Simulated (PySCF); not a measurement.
**GW calculation, with input and output: BNH4**

- system: BNH4
- method: G0W0 (PBE0)/def2-TZVP, RKS (PySCF 2.14.0)

The geometry comes from this level: PBE0-D4/def2-TZVP.

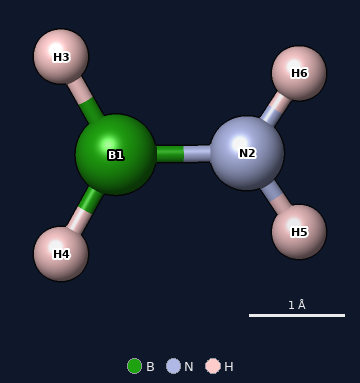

*The input geometry (ball-and-stick view, seen on its broad side; atoms are numbered from 1 in the order of the input).*

Bond lengths as drawn: B–H 1.20 Å, B–N 1.38 Å and H–N 1.01 Å.

**Summary**

```tsv
quantity	value
outcome	converged
total energy	−81.963032 hartree
basis functions	86
HOMO	−8.69 eV
LUMO	0.24 eV
dipole moment	1.98 D
hardware	1 thread of Arm Neoverse V1, 24 GiB of memory available, shared host
wall time	8.1 s
peak memory	0.43 GiB
```

**Input (run.py)**
```python
from pyscf import gto, dft, gw

mol = gto.Mole()
mol.atom = '''
B     -0.128200    -0.679600    -0.025600
N      0.146100     0.677400     0.010800
H      0.225800    -1.368000     0.887500
H     -0.712000    -1.128700    -0.969200
H     -0.121600     1.313700    -0.720800
H      0.632000     1.121400     0.771300
'''
mol.basis = 'def2-tzvp'
mol.max_memory = 1860
mol.verbose = 4
mol.build()

mf = dft.RKS(mol)
mf.xc = 'pbe0'
mf.grids.level = 4
mf.conv_tol = 1e-10
mf.kernel()
if not mf.converged:
    mf = mf.newton().run(mf.mo_coeff, mf.mo_occ)

e_tot = mf.e_tot
print('E(%s) = %.9f' % ('PBE0', e_tot))

nocc = mol.nelec[0]
orbs = list(range(max(0, nocc - 2), min(mol.nao, nocc + 2)))
mygw = gw.GW(mf, freq_int='ac')
mygw.orbs = orbs
mygw.kernel()
print('orbital   mean field (eV)   quasiparticle (eV)')
for p in orbs:
    print('%4d %12.4f %12.4f' % (p + 1, mf.mo_energy[p] * 27.211386, mygw.mo_energy[p] * 27.211386))
```

Command:
```bash
OMP_NUM_THREADS=1 python run.py
```

**Output**
```
PySCF version 2.14.0

[INPUT] num. atoms = 6
[INPUT] num. electrons = 16
[INPUT] charge = 0
[INPUT] spin (= nelec alpha-beta = 2S) = 0
[INPUT] symmetry False subgroup None
[INPUT] Mole.unit = angstrom
[INPUT] Symbol           X                Y                Z      unit          X                Y                Z       unit  Magmom
[INPUT]  1 B     -0.128200000000  -0.679600000000  -0.025600000000 AA   -0.242262889169  -1.284257874254  -0.048376988789 Bohr   0.0
[INPUT]  2 N      0.146100000000   0.677400000000   0.010800000000 AA    0.276088986799   1.280100476780   0.020409042145 Bohr   0.0
[INPUT]  3 H      0.225800000000  -1.368000000000   0.887500000000 AA    0.426700158927  -2.585145338405   1.677131935551 Bohr   0.0
[INPUT]  4 H     -0.712000000000  -1.128700000000  -0.969200000000 AA   -1.345485000690  -2.132933876797  -1.831522559928 Bohr   0.0
[INPUT]  5 H     -0.121600000000   1.313700000000  -0.720800000000 AA   -0.229790696747   2.482533209841  -1.362114590586 Bohr   0.0
[INPUT]  6 H      0.632000000000   1.121400000000   0.771300000000 AA    1.194306910725   2.119138876087   1.457545759877 Bohr   0.0

nuclear repulsion = 32.3160930632083
number of shells = 38
number of NR pGTOs = 124
number of NR cGTOs = 86
basis = def2-tzvp
ecp = {}

******** <class 'pyscf.dft.rks.RKS'> ********
method = RKS
initial guess = minao
damping factor = 0
level_shift factor = 0
DIIS = <class 'pyscf.scf.diis.CDIIS'>
diis_start_cycle = 1
diis_space = 8
diis_damp = 0
SCF conv_tol = 1e-10
SCF conv_tol_grad = None
SCF max_cycles = 50
direct_scf = True
direct_scf_tol = 1e-13
XC library pyscf.dft.libxc version 7.0.0
    S. Lehtola, C. Steigemann, M. J.T. Oliveira, and M. A.L. Marques.,  SoftwareX 7, 1–5 (2018)
XC functionals = pbe0
radial grids:
    Treutler-Ahlrichs [JCP 102, 346 (1995); DOI:10.1063/1.469408] (M4) radial grids

becke partition: Becke, JCP 88, 2547 (1988); DOI:10.1063/1.454033
pruning grids: <function nwchem_prune>
grids dens level: 4
symmetrized grids: False
atomic radii adjust function: <function treutler_atomic_radii_adjust>
small_rho_cutoff = 0
Set gradient conv threshold to 1e-05
Initial guess from minao.
tot grids = 118816
init E= -81.9167532245799
  HOMO = -0.357177163791001  LUMO = -0.0671165456304514  gap/eV = 7.89295
cycle= 1 E= -81.9370460495785  delta_E= -0.0203  |g|= 0.323  |ddm|= 1.54
  HOMO = -0.253148980183841  LUMO = 0.0453285511253597  gap/eV = 8.12199
cycle= 2 E= -81.9323478719756  delta_E= 0.0047  |g|= 0.377  |ddm|= 0.462
  HOMO = -0.320073349726406  LUMO = 0.0123284716748842  gap/eV = 9.04511
cycle= 3 E= -81.9622420652648  delta_E= -0.0299  |g|= 0.0554  |ddm|= 0.236
  HOMO = -0.319463162923397  LUMO = 0.00736677449384437  gap/eV = 8.89350
cycle= 4 E= -81.9629763640092  delta_E= -0.000734  |g|= 0.0147  |ddm|= 0.0451
  HOMO = -0.31915700713928  LUMO = 0.00881103291505703  gap/eV = 8.92446
cycle= 5 E= -81.9630316847455  delta_E= -5.53e-05  |g|= 0.00119  |ddm|= 0.00948
  HOMO = -0.319531191946163  LUMO = 0.00876483996422195  gap/eV = 8.93339
cycle= 6 E= -81.963032156928  delta_E= -4.72e-07  |g|= 0.000129  |ddm|= 0.00115
  HOMO = -0.319495608352119  LUMO = 0.00877528996189625  gap/eV = 8.93271
cycle= 7 E= -81.9630321617017  delta_E= -4.77e-09  |g|= 8.77e-06  |ddm|= 0.000135
  HOMO = -0.319495037055255  LUMO = 0.0087740192560144  gap/eV = 8.93266
cycle= 8 E= -81.9630321617291  delta_E= -2.75e-11  |g|= 1.36e-06  |ddm|= 1.26e-05
  HOMO = -0.319494939439646  LUMO = 0.00877425859742154  gap/eV = 8.93266
```

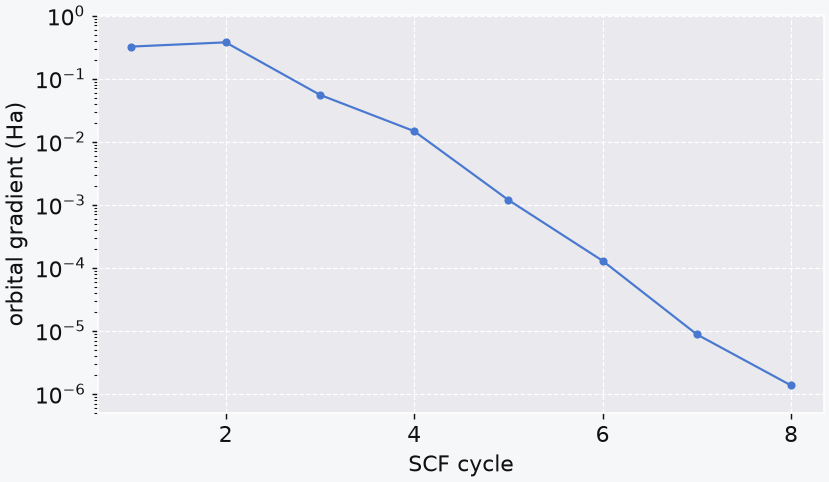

*Convergence of the self-consistent field: orbital gradient against the SCF cycle.*

The residual falls almost steadily, with no more than small rises.

```
Extra cycle  E= -81.9630321617299  delta_E= -7.67e-13  |g|= 4.66e-07  |ddm|= 1.89e-06
converged SCF energy = -81.9630321617299
E(PBE0) = -81.963032162

******** <class 'pyscf.gw.gw_ac.GWAC'> ********
method = GWAC
GW nocc = 8, nvir = 78
frozen orbitals = None
off-diagonal self-energy = False
GW density matrix = False
density-fitting for exchange = False
outcore for self-energy= False
broadening parameter = 5.000e-03
number of grids = 100
analytic continuation method = pade
imaginary frequency cutoff = 5.0
Pade points = 18
Pade step ratio = 0.667
use perturbative linearized QP eqn = False
QPE max iter = 100
QPE tolerance = 1.0e-06

Starting get_sigma_diag main loop with 100 frequency points.
   0    1    2    3    4    5    6    7    8    9   10   11
  12   13   14   15   16   17   18   19   20   21   22   23
  24   25   26   27   28   29   30   31   32   33   34   35
  36   37   38   39   40   41   42   43   44   45   46   47
  48   49   50   51   52   53   54   55   56   57   58   59
  60   61   62   63   64   65   66   67   68   69   70   71
  72   73   74   75   76   77   78   79   80   81   82   83
  84   85   86   87   88   89   90   91   92   93   94   95
  96   97   98   99
Finished get_sigma_diag main loop.

WARN: GW QP energies may not be sorted from min to max

orbital   mean field (eV)   quasiparticle (eV)
   7      -8.9445     -11.8125
   8      -8.6939     -11.0364
   9       0.2388       2.4251
  10       1.0147       2.7547
```

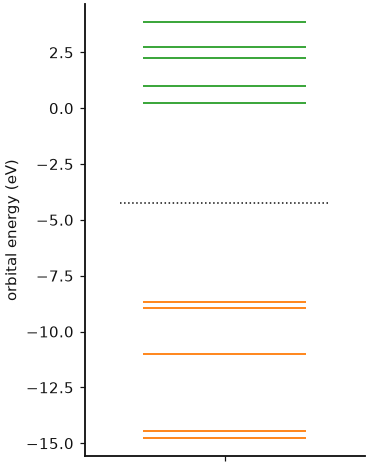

*Orbital energies near the frontier; the dotted line parts filled from empty levels, and levels within 0.02 eV of each other stand side by side.*

Highest filled −8.69 eV, lowest empty 0.24 eV, 8.93 eV apart.
